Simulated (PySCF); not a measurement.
# CHCl2F: geometry relaxation

System: CHCl2F, SMILES FC(Cl)Cl.
Method: PBE0-D3(BJ)/def2-SVP geometry optimisation, gas phase (PySCF 2.14.0).

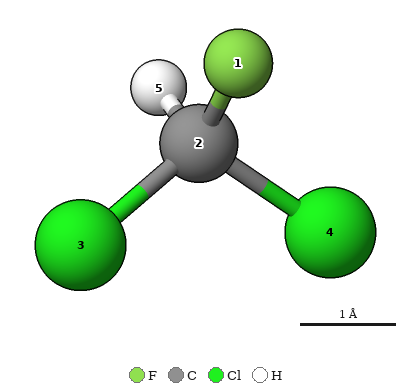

*The input geometry (ball-and-stick view, seen at a tilt; atoms are numbered from 1 in the order of the input).*

Bond lengths as drawn: C–Cl 1.77 Å, C–F 1.34 Å and C–H 1.10 Å.

**Input**
```
{"job": {"xc": "PBE0", "basis": "def2-SVP", "d3": "d3bj", "grid": 1, "kind": "geom"}, "charge": 0, "multiplicity": 1}
F     -0.066052     1.147083    -0.770034
C      0.003686     0.103481     0.070045
Cl     1.464783    -0.833947    -0.289317
Cl    -1.447231    -0.896273    -0.124772
H      0.053436     0.482509     1.096893
```

The first line tells a small driver script what to run in PySCF; the rest is the geometry in Å.

Hardware: 1 CPU thread, shared host.

**Output**
```
step   0  E = -1058.10080506  max force = 0.011638
step   1  E = -1058.10104893  max force = 0.004244
step   2  E = -1058.10107532  max force = 0.000818
step   3  E = -1058.10107793  max force = 0.000301
optimisation converged
```

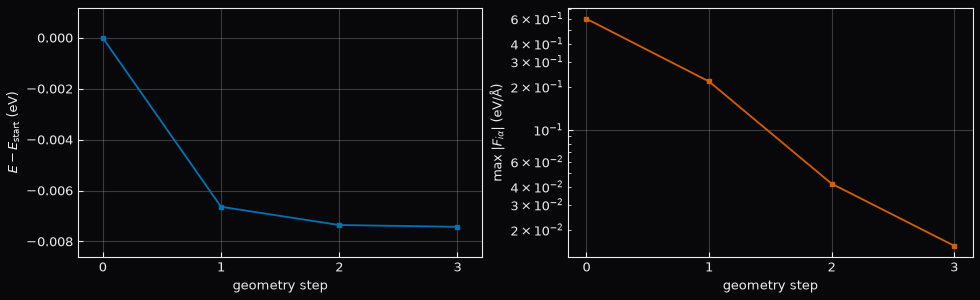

*Progress of the relaxation, step by step (steps are counted from 0).*

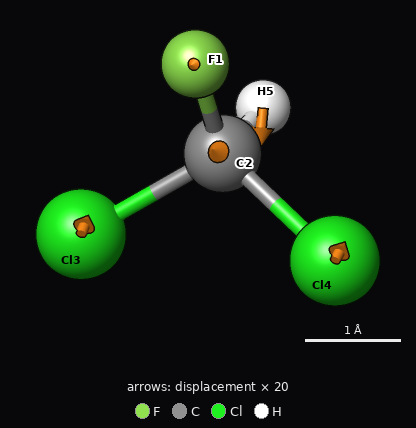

*The starting structure with the displacements as orange arrows, magnified 20 times (ball-and-stick view, seen at a tilt). The two geometries are laid on each other by the best rigid fit.*

The atom that moves furthest after the best rigid fit is H5 (0.023 Å). By element the largest moves are H 0.023 Å, C 0.015 Å, Cl 0.015 Å, F 0.005 Å. Distances before and after: F1–C2 1.342 → 1.332 Å, C2–Cl3 1.773 → 1.767 Å. After 3 geometry steps the energy has fallen by 0.007 eV. The largest force component goes from 0.6 to 0.015 eV/Å. (Atoms are counted from 1 in the order of the input.)

**Summary**

```json
{"quantity": "outcome", "value": "converged"}
{"quantity": "total energy", "value": "−1058.101078 hartree"}
{"quantity": "dipole moment", "value": "1.32 D"}
{"quantity": "point group", "value": "Cs"}
{"quantity": "wall time", "value": "5.5 s"}
{"quantity": "peak memory", "value": "0.3 GiB"}
```
